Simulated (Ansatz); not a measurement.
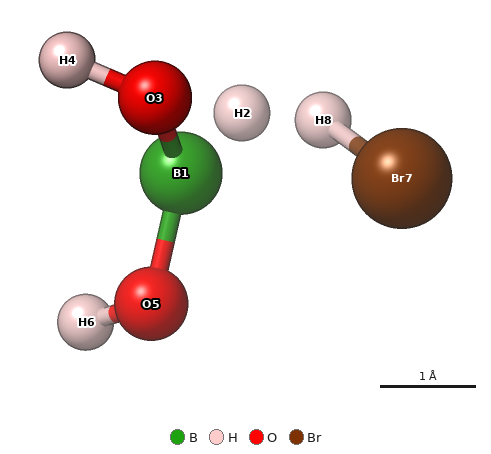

The starting structure (ball-and-stick view, seen at a tilt; atoms are numbered from 1 in the order of the input).

## BH$_{4}$BrO$_{2}$: geometry relaxation

System: BH$_{4}$BrO$_{2}$.
Method: RKS B3LYP-D4/def2-SVP (Ansatz 0.2.0).

The input holds or restrains some coordinates. Forces given for the steps count only the free coordinates. It belongs to a series of runs on one base structure; here: pulled along the bonds that form and break, towards end B. Figures and captions count atoms from 1; the log counts them from 0 in places.

## What the program printed
```
The last accepted step is kept in [file] (removed where the run ends without a failure and the disk answers)
Engine: ansatz 0.2.0, x86_64-unknown-linux-gnu
Functional definition: B3LYP
  parameter a0 = 0.2
  parameter ax = 0.72
  parameter ac = 0.81
  exchange = (1 - a0 - ax)*slater_x + ax*b88_x + a0*exact_x
  correlation = (1 - ac)*vwn_rpa_c + ac*lyp_c
998 factors; integrals over basis functions are off by at most 3.8e-4 eV
mean field evaluation 1: about -74863.6558 eV, gradient 6.2e1 eV
mean field evaluation 2: about -74845.4177 eV, gradient 1.1e2 eV
mean field evaluation 4: about -74870.4244 eV, gradient 2.7e0 eV
mean field evaluation 8: about -74870.4776 eV, gradient 1.0e-1 eV
mean field evaluation 16: about -74870.4776 eV, gradient 3.6e-5 eV
mean field -74870.47761599 eV, -2751.4393033551 hartree, gradient 3.6e-5 eV, S^2 0.000000; 0 other end points of the search recorded, 0 dependent functions left out
the calculation of the forces begins
reference -74870.47784071 eV, -2751.4393116135 hartree; 30, 30 occupied and 64, 64 virtual orbitals, 998 factors
relax step   1: F+E_penalty+E_count = -74870.71452974 eV  Δ(F+E_penalty+E_count) = +0.000e0 eV  max|allowed force component| = 3.378e0 eV/Å  E_restraint = 30.71966713 eV  max|allowed force component, restraints' pulls added| = 3.182e1 eV/Å  Δτ_max = 0.0000 Å  (27 SCF iters, accepted)
  distance B 0 - Br 6 = 2.3400 Å
  distance H 7 - H 1 = 0.8824 Å
  distance B 0 - H 1 = 1.5400 Å
  distance H 7 - Br 6 = 1.6610 Å
these checks for a lower state are left out or cut short: starts, cluster_reference, orbital_swaps, neighbouring_geometries, increment
998 factors; integrals over basis functions are off by at most 1.0e-3 eV
mean field -74871.00499831 eV, -2751.4586842980 hartree, gradient 8.5e-6 eV, S^2 0.000000; 0 other end points of the search recorded, 0 dependent functions left out
[... from here on the field's lines of each further geometry are left out, up to the last ...]
relax step   2: F+E_penalty+E_count = -74871.24554964 eV  Δ(F+E_penalty+E_count) = -5.310e-1 eV  max|allowed force component| = 4.267e0 eV/Å  E_restraint = 14.42380950 eV  max|allowed force component, restraints' pulls added| = 1.892e1 eV/Å  Δτ_max = 0.1916 Å  (36 SCF iters, accepted)
relax step   3: F+E_penalty+E_count = -74872.22936348 eV  Δ(F+E_penalty+E_count) = -9.838e-1 eV  max|allowed force component| = 4.864e0 eV/Å  E_restraint = 4.61101762 eV  max|allowed force component, restraints' pulls added| = 1.073e1 eV/Å  Δτ_max = 0.1950 Å  (35 SCF iters, accepted)
relax step   4: F+E_penalty+E_count = -74873.11494213 eV  Δ(F+E_penalty+E_count) = -8.856e-1 eV  max|allowed force component| = 3.055e0 eV/Å  E_restraint = 0.37907604 eV  max|allowed force component, restraints' pulls added| = 3.872e0 eV/Å  Δτ_max = 0.1949 Å  (35 SCF iters, accepted)
relax step   5: F+E_penalty+E_count = -74873.34011291 eV  Δ(F+E_penalty+E_count) = -2.252e-1 eV  max|allowed force component| = 2.462e0 eV/Å  E_restraint = 0.16001774 eV  max|allowed force component, restraints' pulls added| = 2.462e0 eV/Å  Δτ_max = 0.1784 Å  (28 SCF iters, accepted)
relax step   6: F+E_penalty+E_count = -74873.49635416 eV  Δ(F+E_penalty+E_count) = -1.562e-1 eV  max|allowed force component| = 1.560e0 eV/Å  E_restraint = 0.09552119 eV  max|allowed force component, restraints' pulls added| = 1.560e0 eV/Å  Δτ_max = 0.0814 Å  (28 SCF iters, accepted)
relax step   7: F+E_penalty+E_count = -74873.65250040 eV  Δ(F+E_penalty+E_count) = -1.561e-1 eV  max|allowed force component| = 1.724e0 eV/Å  E_restraint = 0.07530507 eV  max|allowed force component, restraints' pulls added| = 1.261e0 eV/Å  Δτ_max = 0.2000 Å  (33 SCF iters, accepted)
relax step   8: F+E_penalty+E_count = -74873.71164451 eV  Δ(F+E_penalty+E_count) = -5.914e-2 eV  max|allowed force component| = 1.781e0 eV/Å  E_restraint = 0.06517416 eV  max|allowed force component, restraints' pulls added| = 2.233e-1 eV/Å  Δτ_max = 0.1573 Å  (28 SCF iters, accepted)
the calculation of the forces begins
reference -74873.48311373 eV, -2751.5497533599 hartree; 30, 30 occupied and 64, 64 virtual orbitals, 998 factors
relax step   9: F+E_penalty+E_count = -74873.71494600 eV  Δ(F+E_penalty+E_count) = -3.301e-3 eV  max|allowed force component| = 1.762e0 eV/Å  E_restraint = 0.06630877 eV  max|allowed force component, restraints' pulls added| = 5.648e-2 eV/Å  Δτ_max = 0.0369 Å  (29 SCF iters, accepted)
```

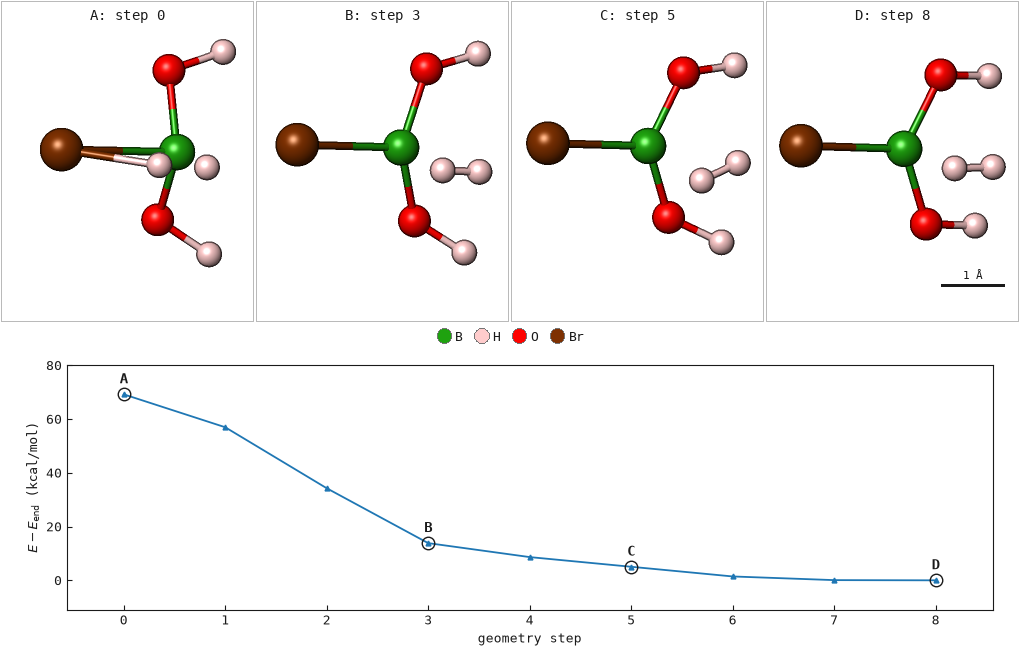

Frames of the restrained relaxation (ball-and-stick view, seen at an oblique angle) above the curves, on which the letters mark them (the first geometry is step 0 here and step 1 in the log).

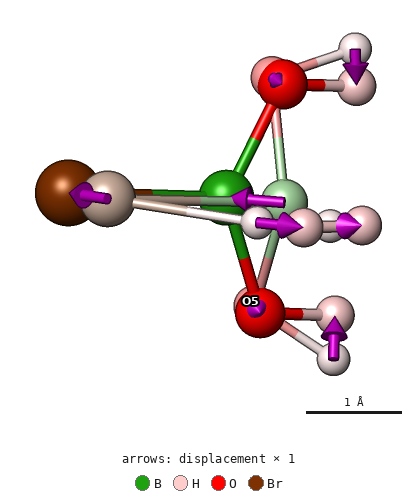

Start (faint) and end (solid) with the displacements as pink arrows, at true length (ball-and-stick view, seen at an oblique angle). The two geometries are laid on each other by the best rigid fit. The energy falls by 69.2 kcal/mol in 8 geometry steps. Largest force component: 3.4 eV/Å at the start, 1.8 eV/Å at the end. The atom that moves furthest after the best rigid fit is B1 (0.63 Å). By element the largest moves are B 0.63 Å, Br 0.61 Å, H 0.55 Å, O 0.23 Å. Distances before and after: Br7–H8 1.661 → 2.756 Å, B1–Br7 2.340 → 2.008 Å, H2–H8 0.882 → 0.717 Å, B1–O3 1.410 → 1.351 Å. Bonds break: Br7–H8 (1.66 → 2.76 Å). Among the angles that change: O3–B1–Br7 96.8° → 115.9°, O5–B1–Br7 101.3° → 115.9°, O3–B1–O5 120.0° → 128.2°. (Atoms are counted from 1 in the order of the input.)

```
  distance B 0 - Br 6 = 2.0079 Å
  distance H 7 - H 1 = 0.7171 Å
  distance B 0 - H 1 = 2.3997 Å
  distance H 7 - Br 6 = 2.7558 Å
998 factors; integrals over basis functions are off by at most 5.4e-4 eV
mean field -74873.48289766 eV, -2751.5497454196 hartree, gradient 2.0e-5 eV, S^2 0.000000; 1 other end points of the search recorded, 0 dependent functions left out
the calculation of the forces begins
reference -74873.48311373 eV, -2751.5497533599 hartree; 30, 30 occupied and 64, 64 virtual orbitals, 998 factors
Total energy: -74873.71516206 eV, -2751.5582809788 hartree
Atom 0 at    -0.010516     0.527979    -0.344708 Å, force     0.045617     1.011045     0.028184 eV/Å
Atom 1 at     0.060092    -0.213153     1.936542 Å, force     0.035699    -1.762069    -0.085720 eV/Å
Atom 2 at     1.175782    -0.083268    -0.554019 Å, force     0.004407     0.021670    -0.038032 eV/Å
Atom 3 at     1.131435    -1.004602    -0.838838 Å, force    -0.004427    -0.012135     0.013499 eV/Å
Atom 4 at    -1.251694     0.015370    -0.487870 Å, force    -0.015573     0.027297    -0.030647 eV/Å
Atom 5 at    -1.299352    -0.910154    -0.757786 Å, force     0.008348    -0.013620     0.005179 eV/Å
Atom 6 at     0.082128     2.466353     0.170887 Å, force    -0.045740    -0.814391    -0.380944 eV/Å
Atom 7 at     0.048125     0.487575     2.088592 Å, force    -0.028331     1.542203     0.488482 eV/Å
Dipole moment:    -0.044803    -0.917809    -0.238878 e Å
```

## Trajectory as extended XYZ (Å, eV, eV/Å), 9 frames, from step=1 to step=9
```
8
Properties=species:S:1:pos:R:3:forces:R:3 step=1 energy=-74870.71453
B     0.0000    0.0000    0.0000    0.1576   2.3189  -1.5218
H     0.0000    0.0000    1.5400   -0.1601  -3.3776  -1.1412
O     1.2211    0.0000   -0.7050   -0.4962  -2.6597   1.3652
H     1.5209   -0.9519   -0.8599   -0.4215   1.6730   0.0994
O    -1.2211    0.0000   -0.7050    0.1911  -2.6748   1.9691
H    -1.7308   -0.8467   -0.4965    0.6322   1.6218  -0.4357
Br    0.1049    2.2181    0.7379    0.0345   1.7790  -0.0820
H     0.0410    0.8666    1.7013    0.0625   1.3195  -0.2531
8
Properties=species:S:1:pos:R:3:forces:R:3 step=2 energy=-74871.24555
B     0.0025    0.1020   -0.1103    0.2731   4.2670  -2.2065
H    -0.0014   -0.0300    1.6962   -0.1408  -2.9117   0.0303
O     1.2350   -0.0100   -0.7126   -0.5827  -2.1117   1.5561
H     1.5161   -0.9477   -0.8579   -0.2141   0.8273  -0.1936
O    -1.2335   -0.0109   -0.7133    0.3661  -2.1170   1.8381
H    -1.7252   -0.8416   -0.4939    0.3186   0.8567  -0.3984
Br    0.1088    2.3132    0.5915   -0.0787  -0.0850  -0.6737
H     0.0337    0.7111    1.8130    0.0584   1.2744   0.0477
8
Properties=species:S:1:pos:R:3:forces:R:3 step=3 energy=-74872.22936
B     0.0074    0.2523   -0.2344   -0.0265   3.6943  -1.6289
H    -0.0033   -0.0784    1.8308   -0.2315  -4.8636  -0.1014
O     1.2407   -0.0251   -0.7020   -0.0915  -1.1419   1.0383
H     1.5096   -0.9475   -0.8591   -0.3086   0.2437  -0.1999
O    -1.2369   -0.0247   -0.7051    0.3225  -0.9632   1.1084
H    -1.7191   -0.8413   -0.4929    0.3048   0.2234  -0.1634
Br    0.1099    2.3656    0.4452   -0.1508  -1.0799  -0.8008
H     0.0278    0.5852    1.9302    0.1815   3.8873   0.7478
8
Properties=species:S:1:pos:R:3:forces:R:3 step=4 energy=-74873.11494
B     0.0082    0.4134   -0.3441    0.1356   1.2668  -1.0811
H    -0.0074   -0.1737    1.9228   -0.1446  -3.0553  -0.2898
O     1.2506   -0.0336   -0.6800   -0.4811   0.1193   0.7753
H     1.4914   -0.9498   -0.8609   -0.5106  -0.0544  -0.1164
O    -1.2370   -0.0257   -0.6910    0.6099   0.3260   0.5885
H    -1.7009   -0.8433   -0.4881    0.4404  -0.1206   0.0049
Br    0.1068    2.3959    0.2809   -0.1704  -1.1138  -0.5789
H     0.0243    0.5030    2.0733    0.1207   2.6319   0.6975
8
Properties=species:S:1:pos:R:3:forces:R:3 step=5 energy=-74873.34011
B     0.0187    0.4939   -0.3777    0.3395   1.9381   0.1487
H     0.0694   -0.2172    1.8774    0.3093  -1.7354  -0.0636
O     1.1849   -0.0454   -0.6397    2.2161  -0.5629   0.1903
H     1.3186   -0.9830   -0.8314   -0.4252   0.1937  -0.0911
O    -1.1576   -0.0032   -0.6533   -2.4619  -0.3401   0.0098
H    -1.5303   -0.8685   -0.4611    0.4177  -0.0038  -0.0977
Br    0.1040    2.4416    0.2548   -0.0849  -0.8929  -0.5748
H    -0.0717    0.4680    2.0438   -0.3105   1.4033   0.4783
8
Properties=species:S:1:pos:R:3:forces:R:3 step=6 energy=-74873.49635
B     0.0206    0.5330   -0.3939    0.2761   0.6388  -0.0586
H     0.1364   -0.2253    1.8840    0.3737  -1.0295   0.0252
O     1.1959   -0.0523   -0.6195    1.3509   0.0298   0.2621
H     1.3086   -0.9853   -0.8350   -0.4656   0.1022  -0.0691
O    -1.1717    0.0053   -0.6346   -1.5605   0.3182   0.0496
H    -1.5274   -0.8691   -0.4651    0.4712  -0.1221  -0.0611
Br    0.1129    2.4506    0.2095   -0.0848  -0.6997  -0.5038
H    -0.1392    0.4290    2.0673   -0.3611   0.7621   0.3557
8
Properties=species:S:1:pos:R:3:forces:R:3 step=7 energy=-74873.65250
B     0.0389    0.5267   -0.3555   -0.3361   1.4520   0.2121
H     0.1113   -0.2705    1.8999    0.3667  -1.7241   0.0694
O     1.2299   -0.0879   -0.4917   -0.1814  -0.3364  -0.2666
H     1.1651   -0.9889   -0.8453    0.1138   0.1233   0.1087
O    -1.2275    0.0905   -0.5132   -0.1359  -1.2605  -0.1938
H    -1.3720   -0.8770   -0.5908    0.2053   0.7072  -0.0377
Br    0.0302    2.4677    0.1259    0.3301  -0.5034  -0.2824
H    -0.0398    0.4255    1.9836   -0.3624   1.5420   0.3903
8
Properties=species:S:1:pos:R:3:forces:R:3 step=8 energy=-74873.71165
B    -0.0071    0.5239   -0.3469    0.0414   1.2229  -0.0317
H     0.0857   -0.2170    1.9361    0.1855  -1.7808  -0.0867
O     1.1782   -0.0802   -0.5678    0.0545   0.0922   0.0766
H     1.1371   -1.0039   -0.8333   -0.0037  -0.1835  -0.0613
O    -1.2505    0.0266   -0.5018   -0.0546   0.0591   0.0672
H    -1.3046   -0.9066   -0.7297   -0.0209  -0.1723  -0.0709
Br    0.0850    2.4630    0.1713   -0.0304  -0.7956  -0.3724
H     0.0121    0.4803    2.0850   -0.1719   1.5579   0.4792
8
Properties=species:S:1:pos:R:3:forces:R:3 step=9 energy=-74873.71495
B    -0.0105    0.5280   -0.3447    0.0456   1.0110   0.0282
H     0.0601   -0.2132    1.9365    0.0357  -1.7621  -0.0857
O     1.1758   -0.0833   -0.5540    0.0044   0.0217  -0.0380
H     1.1314   -1.0046   -0.8388   -0.0044  -0.0121   0.0135
O    -1.2517    0.0154   -0.4879   -0.0156   0.0273  -0.0306
H    -1.2994   -0.9102   -0.7578    0.0083  -0.0136   0.0052
Br    0.0821    2.4664    0.1709   -0.0457  -0.8144  -0.3809
H     0.0481    0.4876    2.0886   -0.0283   1.5422   0.4885
```

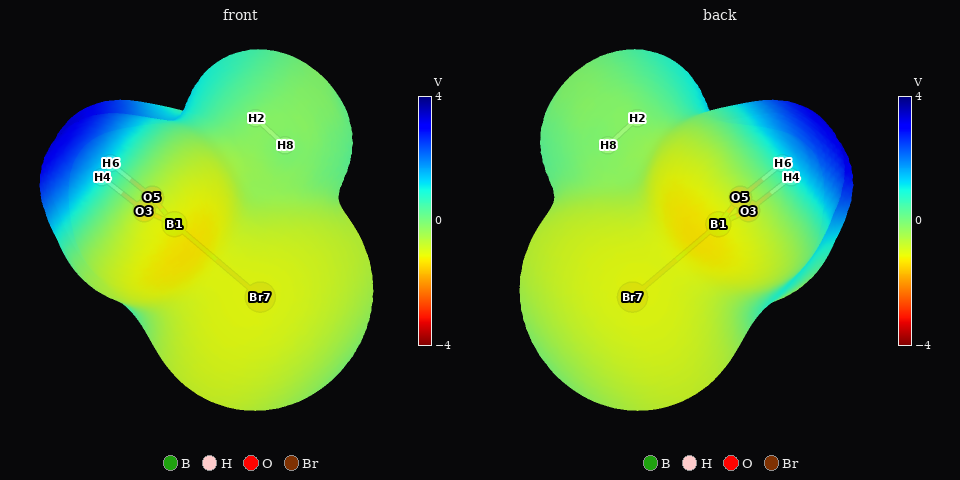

The electrostatic potential painted on the density surface at 0.002 e/bohr³, seen face on and from behind; red is negative and blue positive.

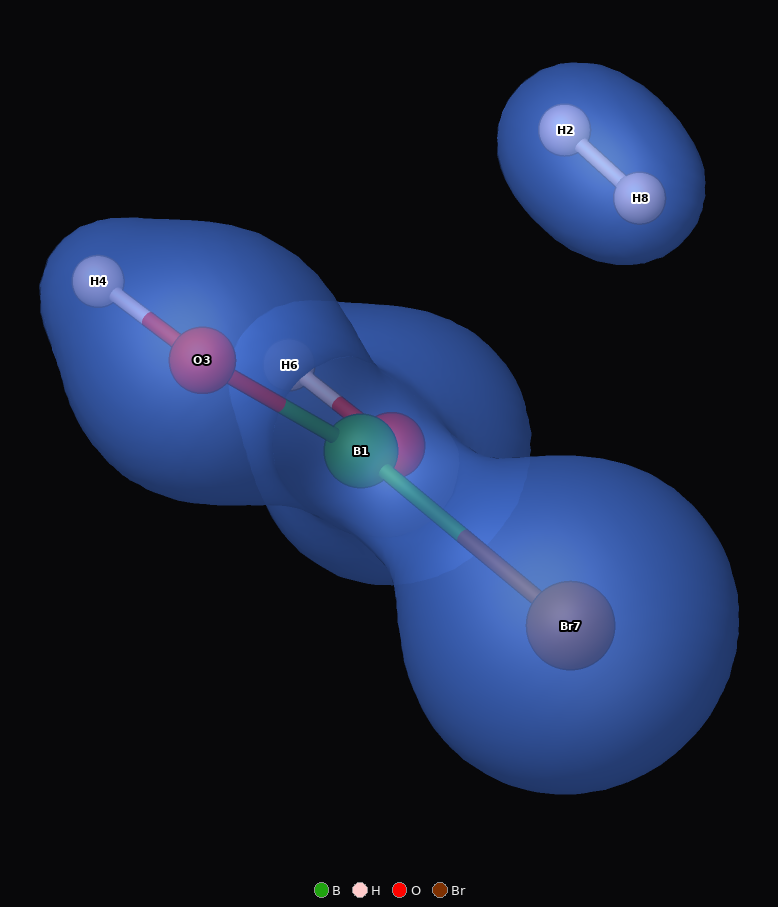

Isosurface of the electron density at 0.5 e/Å³ (blue), seen at a tilt. At this value the surface falls into two separate pieces. It is pinched off along the B···H (2.40 Å) contacts. On the grid the lowest density along these lines, outside the cores, is 0.09 e/Å³ (B···H, 2.40 Å), 1.6 e/Å³ (B–O, 1.35 Å), 0.79 e/Å³ (B–Br, 2.01 Å) and 1.9 e/Å³ (H–H, 0.72 Å).

The run was set up as follows.

## Input file
```yaml
crystal:
  periodic: [false, false, false]
  atoms:
    - { symbol: B, position_ang: [0.0, 0.0, 0.0] }
    - { symbol: H, position_ang: [0.0, 0.0, 1.54] }
    - { symbol: O, position_ang: [1.2211, 0.0, -0.705] }
    - { symbol: H, position_ang: [1.5209, -0.9519, -0.8599] }
    - { symbol: O, position_ang: [-1.2211, 0.0, -0.705] }
    - { symbol: H, position_ang: [-1.7308, -0.8467, -0.4965] }
    - { symbol: Br, position_ang: [0.1049, 2.2181, 0.7379] }
    - { symbol: H, position_ang: [0.041, 0.8666, 1.7013] }
basis:
  gaussian: { orbitals: def2-SVP }
hamiltonian:
  xc: b3lyp
  dispersion: d4
relax:
  f_tol: 0.15
  max_steps: 25
  restrain:
    - { distance: [0, 6], at: 2.04, k: 30.0 }
    - { distance: [7, 1], at: 0.66, k: 30.0 }
    - { distance: [0, 1], at: 2.39, k: 30.0 }
    - { distance: [7, 6], at: 2.75, k: 30.0 }
output:
  orbitals: {}
```

Launch command:
```bash
ansatz run input.yaml --threads 2 --pin off --max-ram 3072MiB --backend cpu --events-out ev --progress --plain --runs-dir out
```

## Key numbers

```json
{"quantity": "outcome", "value": "converged under the restraints of the input"}
{"quantity": "total energy", "value": "−74873.7152 eV"}
{"quantity": "mean-field energy", "value": "−74873.4831 eV"}
{"quantity": "largest force (length of the vector) at the end, held atoms and coordinates included", "value": "1.765 eV/Å"}
{"quantity": "hardware", "value": "2 threads of Intel Xeon @ 2.50GHz (Skylake/Cascade Lake), 32 GiB of memory available, shared host"}
{"quantity": "wall time", "value": "44 s (CPU time 83 s)"}
{"quantity": "peak memory", "value": "0.22 GiB"}
```
